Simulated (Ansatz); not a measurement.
**Amorphous Hf₁₈O₃₆H**

It comes from a melt-quench run on a machine-learned potential (CHGNet), relaxed afterwards by DFT. O atoms were pushed apart under 1.9 Å during the dynamics, to hinder bonds among them. The hot cell started wider than the set density and was brought back towards it in steps. It is the lowest in DFT energy of 2 quenches. It is a model cell: composition and starting density were chosen by hand, and all elements were melted together. No dispersion term was used.

Methods: PBE, scalar-relativistic without spin-orbit coupling (Ansatz, a first-principles code); r2SCAN, scalar-relativistic without spin-orbit coupling (Ansatz); HSE06, scalar-relativistic without spin-orbit coupling (Ansatz). Geometry, pressure, stress and energy are those of the PBE run. Its sampling: a 2×2×2 Γ-centred mesh; Fermi-Dirac width 0.02 eV; collinear spin, started from a total moment of 1 μB (at the end a net moment of 1.0 μB). Other functionals are single points at the zone centre (r2SCAN at 500 eV; exact exchange cut at the cell's faces), free to take moments where seeds were set. The usual formal charges leave 1 electrons over, so the level spacing at the Fermi energy parts defect or band states and needn't be the band gap. In the spin-polarised cell the level spacing at the Fermi energy can part levels of unlike spin.

Number of atoms in the cell: 55
Density (volume relaxed, without dispersion): 8.97 g/cm³
Volume per atom: 12.76 Å³
Pressure on a 2×2×2 Γ-centred mesh: 0.0 kbar
Largest force and stress component on that mesh (the relaxation ran on the zone centre alone): 0.10 eV/Å and 0.1 GPa
Energy relative to monoclinic HfO2 + H2 gas (lowest mix at this level among the phases computed, not always the ambient ones): 0.204 eV/atom
Level spacing at the Fermi energy on a 2×2×2 Γ-centred mesh (PBE): 0.85 eV
Level spacing at the Fermi energy at the zone centre (PBE): 0.91 eV
Level spacing at the Fermi energy at the zone centre (r2SCAN): 1.31 eV
Level spacing at the Fermi energy at the zone centre (HSE06): 1.85 eV
Net moment: 1.00 μB

Bonds are counted up to Hf-Hf 3.34 Å, Hf-O 2.60 Å, Hf-H 2.27 Å, O-O 1.58 Å, O-H 1.16 Å, H-H 0.90 Å. Two cations that share two anions don't count as bonded, nor two that share one unless they lie closer than Hf-Hf 3.25 Å.

```json
{
 "Mean coordination of Hf by anions": "6.11 (3 with 5, 10 with 6, 5 with 7)",
 "Mean coordination of O": "3.08 (5 with 2, 23 with 3, 8 with 4)",
 "Mean coordination of H": "1.00 (1 with 1)",
 "Mean Hf-O bond": "2.138 Å (spread 0.109 Å, 110 counted)",
 "Bond angle at Hf": "mean 102.8°, spread 29.0°"
}
```

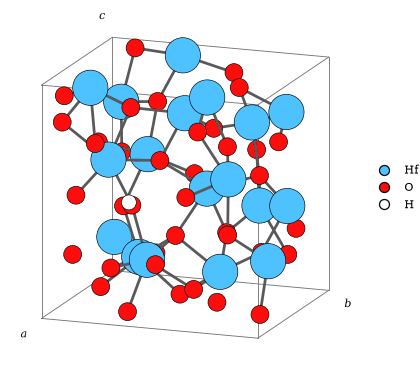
Figure: The relaxed cell

Its density started from a set value of 8.94 g/cm³. The quench (nominally 630 K/ps over its main leg) was far faster than any real one, so the model tends to hold more defects than a real film. One small periodic cell is one sample of the glass; other quenches scatter about these values. Volume and shape were free in the relaxation.
